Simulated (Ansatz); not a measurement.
# Mo: molecular dynamics, part 2 of 2

Purpose: to heat the crystal hard, then run on and watch the hot state. Runs: 120 steps of 2.25 fs under a Langevin thermostat at 4200 K; 140 steps of 2.25 fs under a Langevin thermostat and barostat at 2940 K and 1 GPa. The start is the crystal (bcc), its volume scaled by 1.1.

Ansatz 0.2.0; DFT LDA, plane waves, PAW, scalar-relativistic, no spin polarisation. Earlier steps stand in the parts before.

## (8) The trajectory

One step in 6; energies are changes from step 0; msd is the mean square displacement from the start, the centre of mass held:

```tsv
time (fs)	T (K)	potential energy change (meV/atom)	conserved energy change (meV/atom)	volume (Å³/atom)	pressure (GPa)	msd Mo (Å²)
0.0	2756	0.0	0.00	17.19	-10.0	0.000
13.5	2897	28.1	0.09	17.15	-8.4	0.012
27.0	2806	11.0	0.04	17.09	-8.7	0.044
40.5	2938	-10.2	-0.05	17.01	-8.2	0.093
54.0	2839	0.3	-0.10	16.85	-5.3	0.150
67.5	2023	30.9	0.21	16.70	-2.7	0.199
81.0	2483	-30.9	0.18	16.55	-2.6	0.221
94.5	3503	-152.4	-0.08	16.39	-4.3	0.222
108.0	3994	-213.0	-0.09	16.26	-4.4	0.224
121.5	3520	-180.2	0.01	16.03	-0.3	0.244
135.0	2744	-139.6	0.08	15.83	3.5	0.260
148.5	2264	-101.8	0.00	15.63	7.7	0.280
162.0	2241	-32.3	0.10	15.49	12.5	0.288
175.5	2323	-7.6	0.25	15.48	14.0	0.288
189.0	2581	-48.4	0.06	15.55	12.3	0.288
202.5	3367	-111.3	-0.04	15.67	9.3	0.284
216.0	3608	-156.7	-0.04	15.80	5.8	0.282
229.5	3509	-181.4	0.02	15.94	2.6	0.286
243.0	3891	-190.0	-0.02	16.08	0.4	0.291
256.5	3457	-180.3	0.03	16.28	-2.7	0.294
270.0	3099	-139.9	0.05	16.45	-4.1	0.300
283.5	2187	-93.6	0.20	16.57	-5.4	0.304
297.0	1820	-77.4	0.22	16.63	-6.2	0.303
310.5	1903	-105.4	0.16	16.62	-7.3	0.286
315.0	2409	-113.8	0.08	16.59	-7.0	0.278
```

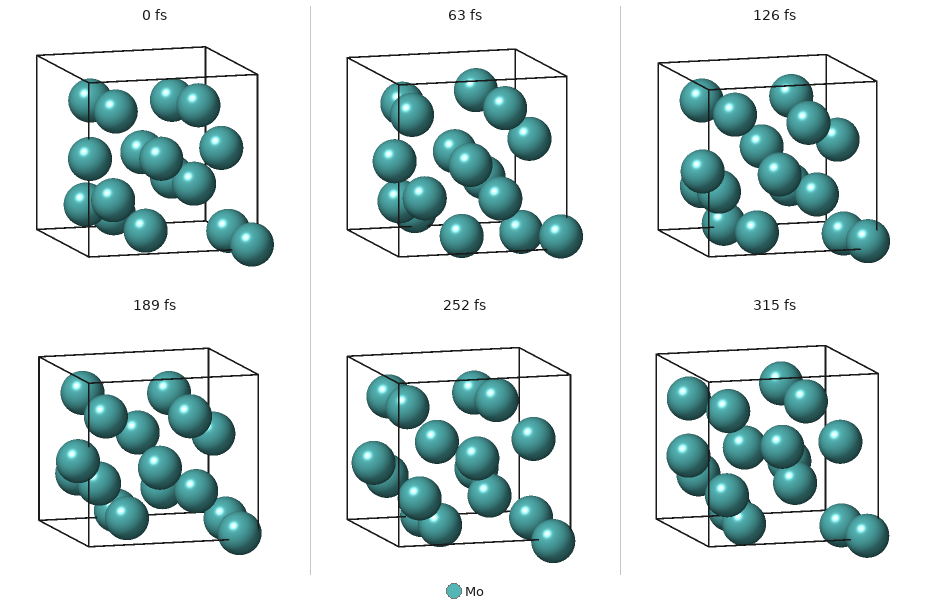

The system at six times, viewed slightly off an axis. Each atom of the cell is drawn once. Atoms are followed across the cell's faces.

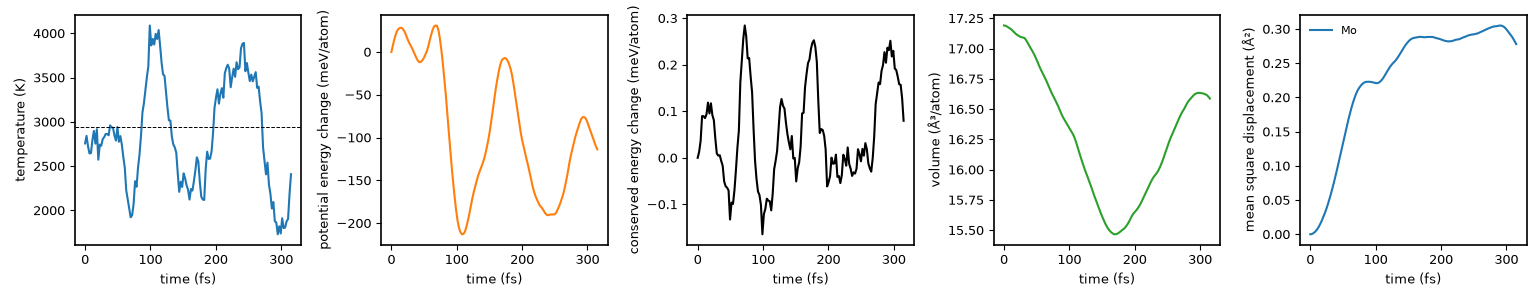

Time series of the run, each on its own scale. The dashed line is the set temperature.

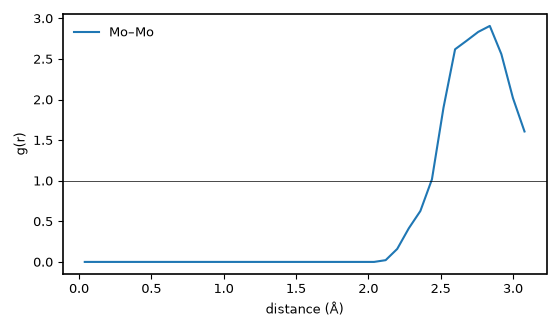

Pair distribution functions over the second half of the run, in bins of 0.08 Å, lightly smoothed, out to 3.1 Å.

## (9) Snapshots as a file

Positions (Å) and forces (eV/Å):

```xyz
16
Lattice="6.491 0.000 0.000 0.000 6.454 0.000 0.000 0.000 6.448" Properties=species:S:1:pos:R:3:forces:R:3 pbc="T T T" time_fs=51.8 T=2775 dE=-0.0576
Mo   -0.285    0.083    0.264    0.088    0.562   -1.000
Mo    2.653    0.361    0.390    1.338   -1.790   -2.451
Mo   -0.761    3.230    0.036    2.946    0.477   -0.433
Mo   -0.213   -0.010    3.499    0.281    0.585   -0.920
Mo    1.609    1.965    1.600   -3.453    0.437    1.125
Mo    3.371    3.539   -0.037   -2.164   -0.521    0.015
Mo    2.567   -0.341    3.269    0.953    2.584   -0.883
Mo    4.373    1.706    1.572    2.013   -1.334    2.243
Mo   -0.529    3.279    3.351    0.246    0.240   -0.632
Mo    1.315    4.578    1.040   -0.451    0.641    2.085
Mo    1.135    2.167    4.745    0.848   -2.088    0.715
Mo    3.091    3.350    3.096    0.347   -0.248    0.678
Mo    4.798    5.119    1.789   -1.056   -0.089    0.004
Mo    4.554    1.566    4.929   -0.565   -0.141   -1.067
Mo    1.555    4.660    4.746   -1.984    0.628    1.454
Mo    4.508    5.254    4.979    0.613    0.058   -0.932
16
Lattice="6.486 0.000 0.000 0.000 6.364 0.000 0.000 0.000 6.315" Properties=species:S:1:pos:R:3:forces:R:3 pbc="T T T" time_fs=105.8 T=3873 dE=-3.3729
Mo   -0.284    0.396    0.132   -0.378   -1.453   -0.193
Mo    2.589    0.476   -0.013    1.088   -1.990    0.745
Mo   -0.622    3.171   -0.068    0.595    0.983    0.703
Mo   -0.394   -0.235    3.187    1.011    2.478    0.231
Mo    1.188    2.376    1.804    0.249   -3.204   -0.500
Mo    3.049    3.328   -0.038   -0.457    0.897    0.526
Mo    2.696   -0.054    2.914    0.213    1.409    1.433
Mo    4.494    1.550    1.661   -0.392    0.987   -0.149
Mo   -0.550    3.246    3.465    0.507    0.055   -0.995
Mo    1.239    4.747    1.514   -0.454    1.156   -0.315
Mo    1.304    1.886    4.843   -0.798   -0.624   -1.306
Mo    3.099    3.520    3.196   -1.071   -1.407    0.928
Mo    4.559    4.825    1.733   -0.036    0.714   -1.783
Mo    4.277    1.632    4.623    0.786   -0.656    0.731
Mo    1.270    4.776    4.841    0.090    1.367    0.068
Mo    4.596    5.189    4.945   -0.954   -0.712   -0.125
16
Lattice="6.486 0.000 0.000 0.000 6.228 0.000 0.000 0.000 6.151" Properties=species:S:1:pos:R:3:forces:R:3 pbc="T T T" time_fs=157.5 T=2234 dE=-0.8723
Mo   -0.444    0.433    0.036    0.536   -0.966   -0.070
Mo    2.674    0.180   -0.041    1.250    0.931    1.290
Mo   -0.235    3.301   -0.018   -1.748   -0.206    0.237
Mo   -0.260    0.225    3.008   -2.280   -2.095    1.812
Mo    0.901    2.048    2.055    1.571    1.264   -3.584
Mo    2.487    3.346    0.227    1.806   -0.538   -0.675
Mo    2.668    0.386    2.665    0.025   -2.758    0.981
Mo    4.620    1.586    1.693   -1.103    2.428   -2.917
Mo   -0.685    3.401    3.353    1.322    0.326   -0.577
Mo    1.080    4.934    1.764    0.212   -1.600   -1.832
Mo    1.367    1.651    4.521   -0.533    2.077    2.352
Mo    2.972    3.465    3.332   -0.869    0.556   -0.667
Mo    4.347    4.730    1.305    0.591    0.214    1.404
Mo    4.170    1.226    4.219    1.047    2.935    3.597
Mo    1.115    5.098    4.848    0.643   -2.139   -1.606
Mo    4.662    4.994    4.715   -2.472   -0.430    0.256
16
Lattice="6.580 0.000 0.000 0.000 6.268 0.000 0.000 0.000 6.099" Properties=species:S:1:pos:R:3:forces:R:3 pbc="T T T" time_fs=209.2 T=3381 dE=-2.1289
Mo   -0.764    0.385   -0.024    2.897   -0.626   -0.019
Mo    2.936   -0.047    0.022   -2.822    3.748   -0.869
Mo   -0.413    3.518    0.145   -0.368   -0.694   -2.497
Mo   -0.647    0.275    3.019    0.447    0.300   -0.376
Mo    0.974    1.934    1.658    0.197   -1.438   -0.582
Mo    2.493    3.398    0.202    0.526   -1.663   -1.144
Mo    2.915    0.449    2.661   -1.086   -0.233    1.864
Mo    4.507    2.064    1.230   -1.012   -1.630    2.301
Mo   -0.685    3.513    3.118    0.202   -1.010    0.349
Mo    0.968    4.852    1.752    0.422    2.505   -1.000
Mo    1.048    2.083    4.430   -0.125   -2.328    1.346
Mo    2.776    3.727    3.456    0.507   -3.082   -3.571
Mo    4.201    4.770    1.232    2.357    1.232    3.887
Mo    4.261    1.571    4.478    0.297    2.641   -0.157
Mo    1.245    4.975    4.639   -2.685    2.245    0.658
Mo    4.479    4.970    4.563    0.245    0.033   -0.192
16
Lattice="6.616 0.000 0.000 0.000 6.465 0.000 0.000 0.000 6.122" Properties=species:S:1:pos:R:3:forces:R:3 pbc="T T T" time_fs=263.2 T=3384 dE=-2.6385
Mo   -0.618    0.240   -0.319   -0.404    0.338    2.693
Mo    2.778    0.279   -0.149    0.515   -0.771    1.154
Mo   -0.423    3.727   -0.019   -1.233   -0.304    0.619
Mo   -0.928    0.411    3.005    2.542    1.807   -0.104
Mo    1.300    1.590    1.252   -1.557    0.895    2.454
Mo    2.518    3.561   -0.036    0.476    2.092   -0.051
Mo    3.013    0.256    3.083   -2.469    1.355   -0.401
Mo    4.061    2.320    1.301    1.840   -1.364    2.018
Mo   -0.456    3.345    3.065   -0.620    0.795   -0.564
Mo    1.104    5.213    1.617   -0.528    0.504   -0.269
Mo    0.927    2.028    4.733    0.621   -0.675   -2.393
Mo    2.455    3.582    2.959    1.147   -0.220    1.100
Mo    4.558    5.216    1.883   -0.683   -1.778   -3.263
Mo    4.326    2.175    4.822    0.376   -0.615   -2.462
Mo    1.082    5.311    4.608   -0.178   -0.762   -1.092
Mo    4.338    5.181    4.643    0.154   -1.297    0.560
16
Lattice="6.535 0.000 0.000 0.000 6.599 0.000 0.000 0.000 6.154" Properties=species:S:1:pos:R:3:forces:R:3 pbc="T T T" time_fs=315.0 T=2409 dE=-1.8210
Mo   -0.460    0.188   -0.064   -1.310    1.468    0.759
Mo    2.893    0.419   -0.018   -0.128   -0.620    0.822
Mo   -0.390    3.632   -0.225   -0.091   -0.047    1.612
Mo   -0.621    0.835    3.152   -0.689   -2.144   -0.043
Mo    1.074    1.510    1.485    0.681    2.679   -0.478
Mo    2.512    4.037   -0.051    0.126   -1.584    0.259
Mo    2.869    0.422    3.380    0.028   -0.655   -1.904
Mo    3.885    2.110    1.715    2.039    0.347   -1.695
Mo   -0.491    3.445    2.934   -0.170    1.409    0.126
Mo    1.206    5.498    1.627   -0.872   -0.581   -0.412
Mo    1.252    1.932    4.554   -0.847    0.975    1.280
Mo    2.412    3.621    2.868    0.875    0.840    1.668
Mo    4.696    5.454    1.965   -0.870   -0.643   -1.102
Mo    4.352    2.269    4.711   -0.671   -0.477    0.681
Mo    0.831    5.491    4.482    1.140   -1.332    0.075
Mo    4.304    5.208    4.922    0.759    0.365   -1.648
```

Reading of run 2. Against a set 2940 K the second half averages 2822 K with a spread of 679 K (in equilibrium 16 atoms would scatter by about 600 K, over a far longer run). The conserved energy strays from its start by at most 0.28 meV/atom, under 0.1 % of the mean kinetic energy, which is good for a step of 2.25 fs. The volume changes by -3.5 % from first to last step, and is still moving at the end, so it is no equilibrium value. Counted from the crystal's sites, with the common drift removed, the atoms stand 0.36 Å away over the last tenth of the run (root mean square), 13 % of the neighbour distance: near the range, 10 to 20 % and a little above, in which crystals usually melt.

## (10) Results

This closing draws on all 2 parts.

```
                                     quantity                                     value
                                run 1: length                      120 steps of 2.25 fs
      run 1: temperature, first and last step                           3938 and 3351 K
              run 1: temperature, second half          mean 4476 K, from 2866 to 6630 K
         run 1: potential energy, second half  +610 meV/atom from this run's first step
 run 1: mean square displacement, second half                               Mo 0.198 Å²
                                run 2: length                      140 steps of 2.25 fs
      run 2: temperature, first and last step                           2756 and 2409 K
              run 2: temperature, second half          mean 2822 K, from 1730 to 3891 K
         run 2: potential energy, second half  -111 meV/atom from this run's first step
run 2: largest change of the conserved energy                             0.28 meV/atom
           run 2: volume, first and last step                   17.19 and 16.59 Å³/atom
 run 2: mean square displacement, second half                               Mo 0.291 Å²
```

In words: Mean temperatures of the second halves: 4476 K, 2822 K. In the last run: counted from the crystal's sites, with the common drift removed, the atoms stand 0.36 Å away over the last tenth of the run (root mean square), 13 % of the neighbour distance: near the range, 10 to 20 % and a little above, in which crystals usually melt. 315 fs on 16 atoms is far too short and small for converged averages. The settings are cheap ones for dynamics (low accuracy level or one k-point).
